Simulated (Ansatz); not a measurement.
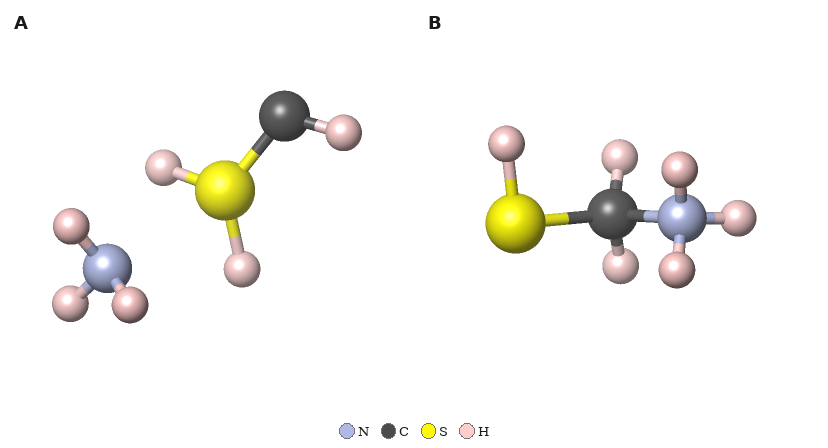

2 stationary structures of one formula. Charge +1, singlet. Geometries: PBE0-D4/def2-TZVP. Electronic energies: RHF-CCSD(T) (frozen core)/def2-TZVPP (Ansatz 0.2.0), without zero-point energy. No frequency run is at hand to confirm each as a minimum. Each is one conformer, not always the lowest.

Which structure is the most stable?

B is lowest; A lies 475.6 kJ/mol above it.

Give E(B) − E(A) in kJ/mol at these levels too: PBE0-D4/def2-TZVP; B3LYP-D4/def2-TZVPP; ωB97M-V/def2-TZVPP; PBE-D4/def2-TZVPP; r2SCAN-D4/def2-TZVPP; RHF-CCSD(T) (frozen core)/def2-TZVPP; PBE0-D4/def2-TZVPP.

```csv
level,E(B) − E(A) (kJ/mol)
PBE0-D4/def2-TZVP,−474.3
B3LYP-D4/def2-TZVPP,−453.2
ωB97M-V/def2-TZVPP,−478.3
PBE-D4/def2-TZVPP,−438.9
r2SCAN-D4/def2-TZVPP,−451.2
RHF-CCSD(T) (frozen core)/def2-TZVPP,−475.6
PBE0-D4/def2-TZVPP,−474.8
```
